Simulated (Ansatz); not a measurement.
# GeH$_{4}$O$_{4}$ (SMILES [OH][Ge]([OH])([OH])[OH]): what the fields show

```xyz
9

O    -0.1197    1.5135   -0.8806
Ge    0.0001   -0.0001    0.0000
O     1.4888   -0.9063   -0.2084
O    -1.2858   -1.0251   -0.6137
O    -0.0831    0.4179    1.7028
H    -0.4921    1.3903   -1.7578
H     2.1575   -0.6514    0.4327
H    -1.0742   -1.9583   -0.5266
H    -0.5914    1.2195    1.8516
```

Geometry: PBE0-D4/def2-TZVP.

All numbers below come from Ansatz, RKS PBE0-D4/def2-TZVPP.

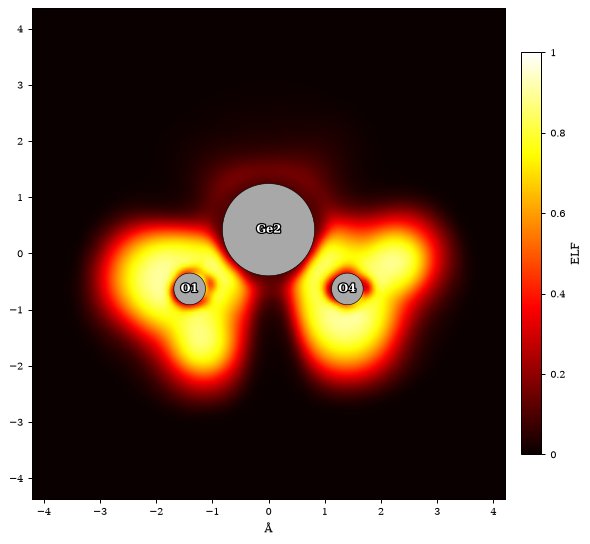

Figure 1. ELF on the plane of atoms O1, Ge2 and O4. Grey discs cover the atomic cores.

Q: Read the bonding off the picture.

A:
- Atoms in the plane: O and Ge.
- Ge–O (1.76 Å): the ELF peaks at about 0.85 in the valence shell of O, 0.6 Å from its nucleus, and is about 0.35 at the midpoint.
- The ELF also peaks beside O4 and O1, away from the bonds: lone-pair regions.

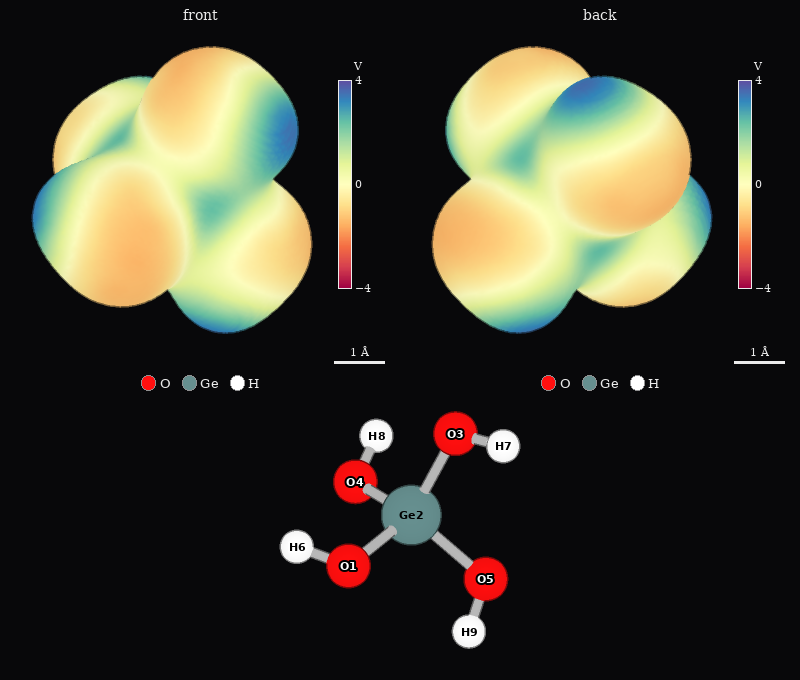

Figure 2. The electrostatic potential painted on the density surface at 0.004 e/bohr³, seen from the front and from behind; the colour scale runs from red (negative) to blue (positive). The bare structure is drawn below in the same view.

Q: Describe the electrostatic potential map.

A: The most negative region (about −1.4 V) lies over O1, O3, O4 and O5, the most positive (about +3.5 V) over H6, H7, H8 and H9.
